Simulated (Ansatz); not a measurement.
```
CELL_PARAMETERS angstrom
4.14231 0.00000 0.00000
0.00000 4.14231 0.00000
0.00000 0.00000 14.07957
ATOMIC_POSITIONS crystal
La 0.00000 0.50000 0.25000
La 0.50000 0.00000 0.75000
La 0.50000 0.00000 0.25000
La 0.00000 0.50000 0.75000
La 0.00000 0.00000 0.50000
La 0.50000 0.50000 0.00000
F 0.00000 0.00000 0.00000
F 0.50000 0.50000 0.50000
```

Space group I4/mmm; a structure generated by program, which may or may not match a known phase.

Theory: DFT PBE, scalar-relativistic, plane waves, PAW (Ansatz).

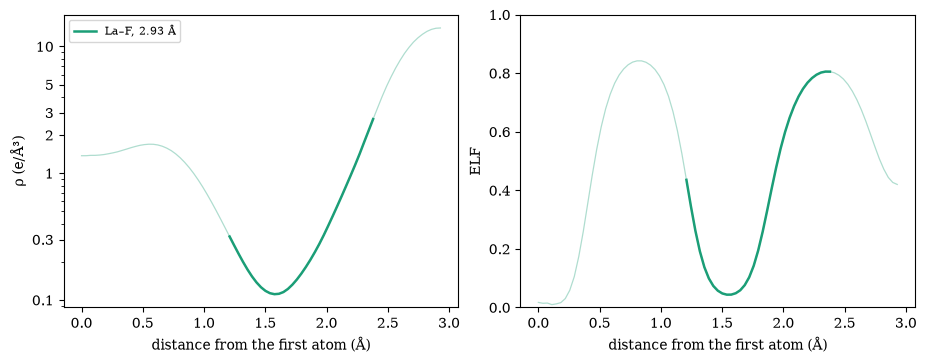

La₃F. Valence electron density and ELF along straight lines between neighbouring atoms. Thin, pale parts lie inside the atomic spheres.

Core electrons are frozen (PAW), and the valence fields are smoothed inside the atomic spheres.

What can be read from the curves?

Answer. La–F (2.93 Å): ρ at the midpoint is about 0.13 e/Å³; the ELF is about 0.05 at the midpoint (no shared electron pair shows on this line).
